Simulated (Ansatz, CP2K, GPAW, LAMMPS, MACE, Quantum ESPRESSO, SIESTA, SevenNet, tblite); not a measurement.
# From one method to another: forces in liquid Ge at 2600 K (66 atoms)

66 atoms (66 Ge) placed at random at 5.27 g/cm³, melted at 3500 K for 10 ps at fixed volume with the Tersoff potential (Tersoff, Phys. Rev. B 39, 5566 (1989)). Snapshot at the end of a hold of 5 ps at 2600 K and fixed volume.

Two calculations on one geometry. First: Kohn-Sham DFT, PBE, SSSP efficiency 1.3.0 pseudopotentials, plane waves; sssp-1.3.0-efficiency; 45/360 Ry; levels smeared at 580 K (Quantum ESPRESSO 7.5; sssp-pbe-1.3.0-efficiency, cutoffs 45/360 Ry, Γ point). Second: Kohn-Sham DFT, PBE, PseudoDojo 0.4.1 norm-conserving pseudopotentials (converted to PSML), numerical atomic orbitals (TZP), diagonalisation; shift 0.01 Ry; mesh 300 Ry; levels smeared at 580 K (SIESTA 5.4.2; Γ point).

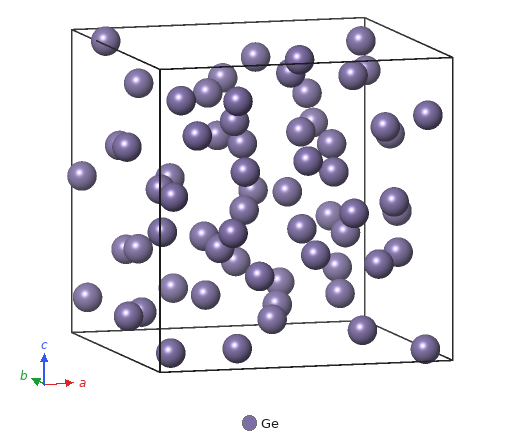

The structure (germanium purple).

Cell vectors (Å):

```
11.473 0.000 0.000
0.000 11.473 0.000
0.000 0.000 11.473
```

Atom, position (Å) and force of the first calculation (eV/Å):

```
1 Ge 0.443 8.534 11.406 0.804 1.317 1.967
2 Ge 3.054 0.630 5.062 0.526 0.090 0.311
3 Ge 1.348 6.847 1.330 0.497 -0.311 1.343
4 Ge 7.210 7.371 5.584 0.648 0.749 -0.160
5 Ge 0.168 4.649 1.507 -0.585 1.059 -0.706
6 Ge 8.570 2.108 0.978 -0.117 0.125 0.198
7 Ge 5.989 5.292 1.076 -0.419 0.425 0.745
8 Ge 3.579 4.120 4.014 -0.481 0.887 -0.255
9 Ge 5.187 6.506 7.597 -1.470 0.366 0.154
10 Ge 1.178 3.603 4.788 0.329 -0.531 0.344
11 Ge 1.732 5.695 6.118 -0.141 -0.123 0.347
12 Ge 5.205 9.807 7.477 -0.299 -0.355 -0.189
13 Ge 6.581 9.740 5.357 -0.094 0.140 -0.283
14 Ge 4.534 2.083 3.181 -1.433 -1.074 -1.144
15 Ge 10.070 11.261 4.049 -0.336 0.195 0.643
16 Ge 0.388 10.712 1.415 -1.223 -0.244 -0.928
17 Ge 6.337 1.768 7.521 0.980 -0.368 -0.145
18 Ge 4.134 7.987 3.942 0.156 0.220 -0.088
19 Ge 10.370 7.649 10.020 -1.536 -0.667 -0.877
20 Ge 5.834 11.209 9.450 -0.708 1.656 0.347
21 Ge 7.127 5.328 8.129 0.440 1.788 3.148
22 Ge 3.967 2.064 7.157 -0.440 0.766 -0.112
23 Ge 4.220 4.308 8.773 0.514 -0.616 -0.060
24 Ge 6.924 4.518 4.570 0.850 -0.821 -0.506
25 Ge 1.903 9.097 9.676 1.857 1.344 -0.609
26 Ge 4.330 8.168 9.338 0.104 0.009 -0.330
27 Ge 9.747 3.045 8.511 -0.017 -0.749 -1.296
28 Ge 6.905 7.667 1.287 -0.832 0.626 -0.508
29 Ge 6.306 3.908 10.576 -1.287 0.596 -1.158
30 Ge 7.759 0.496 5.652 0.483 -0.402 0.527
31 Ge 9.833 9.583 2.336 0.446 -1.304 -0.600
32 Ge 1.104 8.910 7.378 1.092 1.437 -0.614
33 Ge 9.339 11.062 7.640 0.296 -0.234 -0.229
34 Ge 1.976 3.803 9.715 -0.756 0.560 -1.058
35 Ge 3.612 6.056 1.990 0.270 -0.512 0.855
36 Ge 8.489 9.055 9.046 0.439 -0.354 -0.493
37 Ge 10.528 3.969 3.614 0.280 1.613 -0.222
38 Ge 9.182 7.060 1.700 -0.259 1.890 2.596
39 Ge 1.934 1.562 8.672 -0.590 1.035 -0.365
40 Ge 1.691 8.450 3.503 -0.688 -0.608 -0.695
41 Ge 3.613 1.950 0.501 -0.412 -0.239 1.200
42 Ge 9.618 5.790 11.411 1.283 -1.778 -1.477
43 Ge 0.050 4.465 7.946 2.038 0.972 -0.154
44 Ge 3.107 0.167 10.119 1.342 -2.181 0.814
45 Ge 7.982 3.874 6.767 0.801 -2.626 -2.009
46 Ge 10.791 0.970 9.184 0.331 -0.397 0.742
47 Ge 1.272 2.818 0.310 -0.255 0.067 0.643
48 Ge 3.821 10.956 1.599 0.854 0.024 -0.352
49 Ge 6.734 2.091 3.900 1.249 0.045 0.693
50 Ge 11.404 7.024 4.734 0.920 0.017 0.452
51 Ge 8.699 3.759 10.407 -0.582 0.622 1.723
52 Ge 5.869 9.635 2.699 -0.180 -0.032 -0.001
53 Ge 5.950 1.597 11.395 0.418 -0.731 -0.742
54 Ge 11.146 7.068 7.667 0.496 -1.728 -0.038
55 Ge 6.466 9.029 10.501 0.289 -0.650 0.847
56 Ge 10.772 1.231 0.290 0.553 -0.511 -0.959
57 Ge 0.220 10.876 5.999 -1.311 -1.459 0.073
58 Ge 9.153 6.252 4.108 -0.733 -0.714 -0.767
59 Ge 5.110 6.022 5.152 -1.091 0.215 0.002
60 Ge 3.244 9.473 5.989 0.049 0.190 -0.258
61 Ge 9.886 2.346 5.758 0.290 -0.092 1.539
62 Ge 0.988 1.531 6.401 0.306 1.662 -0.841
63 Ge 8.849 7.050 7.375 -1.572 0.669 0.451
64 Ge 7.998 10.974 1.657 -1.041 0.244 -0.245
65 Ge 9.198 2.060 3.468 -1.006 -0.809 -1.833
66 Ge 1.979 10.986 3.137 -0.333 -0.404 0.602
```

Q: Give the forces of the second method.

Atom and force (eV/Å):

```
1 0.760 1.512 2.203
2 0.771 0.079 0.277
3 0.511 -0.289 1.282
4 0.821 0.925 -0.284
5 -0.614 1.141 -0.708
6 -0.303 0.276 0.174
7 -0.372 0.369 0.937
8 -0.561 1.051 -0.208
9 -1.735 0.594 0.109
10 0.287 -0.773 0.221
11 0.293 0.022 0.522
12 -0.188 -0.384 -0.202
13 -0.073 0.261 -0.441
14 -1.563 -1.341 -1.367
15 -0.302 0.149 0.791
16 -1.195 -0.185 -1.122
17 1.186 -0.349 -0.006
18 0.373 0.214 -0.106
19 -1.660 -0.733 -0.925
20 -0.610 1.915 0.432
21 0.502 1.892 3.693
22 -0.420 0.912 -0.235
23 0.591 -0.625 -0.068
24 0.927 -0.867 -0.815
25 1.991 1.491 -0.612
26 -0.093 -0.237 -0.032
27 -0.173 -0.855 -1.374
28 -0.977 0.689 -0.520
29 -1.488 0.711 -1.400
30 0.506 -0.397 0.530
31 0.529 -1.789 -0.638
32 1.156 1.544 -0.637
33 0.251 -0.299 -0.372
34 -0.775 0.943 -1.008
35 0.350 -0.584 0.763
36 0.366 -0.245 -0.451
37 0.265 1.841 -0.369
38 -0.165 2.099 2.790
39 -0.629 1.004 -0.396
40 -0.869 -0.583 -0.755
41 -0.562 0.128 1.351
42 1.366 -1.996 -1.678
43 2.133 0.935 -0.242
44 1.380 -2.501 0.929
45 0.885 -2.877 -2.206
46 0.398 -0.661 0.850
47 -0.349 -0.028 0.872
48 1.032 -0.162 -0.622
49 1.246 -0.036 0.676
50 0.891 0.136 0.537
51 -0.469 0.644 1.769
52 -0.228 0.030 0.128
53 0.630 -0.988 -0.651
54 0.603 -1.810 -0.069
55 0.393 -0.783 1.163
56 0.592 -0.634 -0.943
57 -1.414 -1.722 -0.021
58 -0.924 -0.831 -0.695
59 -1.368 0.084 -0.091
60 -0.090 0.242 -0.337
61 0.441 -0.188 1.902
62 0.235 1.958 -0.823
63 -1.608 0.655 0.398
64 -1.284 0.375 -0.471
65 -1.042 -0.907 -2.216
66 -0.558 -0.165 0.822
```

The two sets differ by 159 meV/Å r.m.s., 18 % of the r.m.s. force of the Quantum ESPRESSO run. The network of bonds at the start is that of the classical potential that made the cell, and needn't be the one that DFT or experiment would give. The electronic-structure runs sample only Γ, in a cell whose shortest periodic width is 11 Å, which is coarse for a cell with partly filled levels.

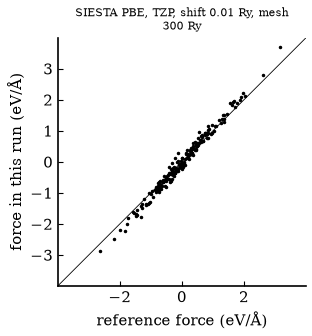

Force components against those of the reference; the line marks equality.

[Logs are printed without paths, hosts, clocks, repeated set-up lines and the standing remarks that a program may print on its own settings, such as how far it seeks lower states.]

[Hosts, paths, dates, database ids (printed as entryN), source tags and the programs' standing remarks are cut or masked in the printed files.]
